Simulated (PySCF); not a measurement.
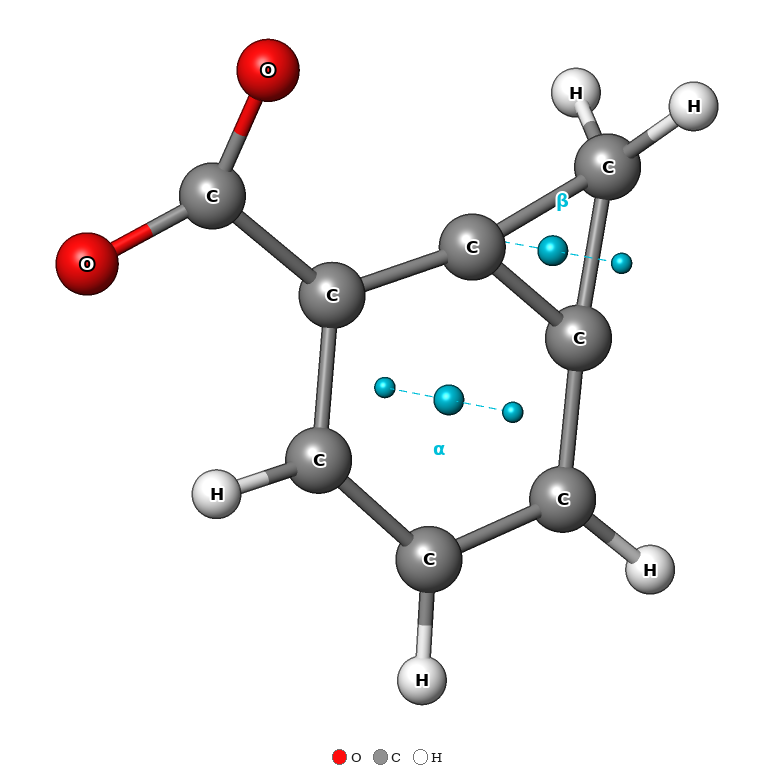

The small points mark where nucleus-independent chemical shifts (NICS) were computed: at the centre of each lettered ring and 1 Å above and below it. Charge −1, singlet. Geometry: a frame of a GFN2-xTB molecular-dynamics simulation, not a minimum. Properties computed with GIAO PBE0/pcSseg-1 NMR shielding, non-relativistic, gas phase (PySCF 2.14.0).

Give NICS(0), NICS(1) and the out-of-plane component NICS(1)zz for each ring (means of the two sides).

```tsv
ring	members	NICS(0)	NICS(1)	NICS(1)zz
α	C6	−8.6	−11.7	−26.8
β	C3	−21.7	−7.1	−13.4
```

Values in ppm.

What do the values say about the ring currents?

Answer. Ring α: diatropic, as in an aromatic ring. NICS is one index among several.
